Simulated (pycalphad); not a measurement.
Al-Zr solution, phase HCP_A3, at 650 K; mixing quantities and activities refer to the pure elements in the same phase at that temperature, stable or not. Over part of the range this solution is metastable.

All values are pycalphad results on the COST 507 light-alloy database (1999) (1 atm), not direct measurements. The data set is of 1999 and partly superseded. Al is not stable in this structure, so the reference rests on SGTE lattice stabilities.

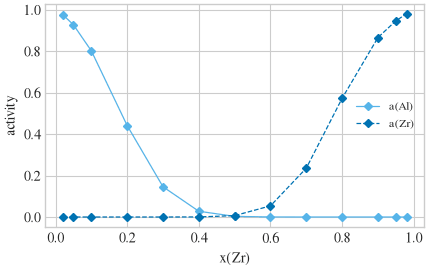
Figure: Activities against composition

### Question
Is the deviation from Raoult's law positive or negative, and how large are the activity coefficients at the dilute ends?

### Answer
γ(Zr) = 5.1e-8 at x(Zr) = 0.02 and γ(Al) = 7.0e-7 at x(Zr) = 0.98; values under 1 are negative deviations, over 1 positive. The enthalpy of mixing is -30.6 kJ/mol at its extreme among the points, x(Zr) = 0.5.

HCP_A3 is hcp.
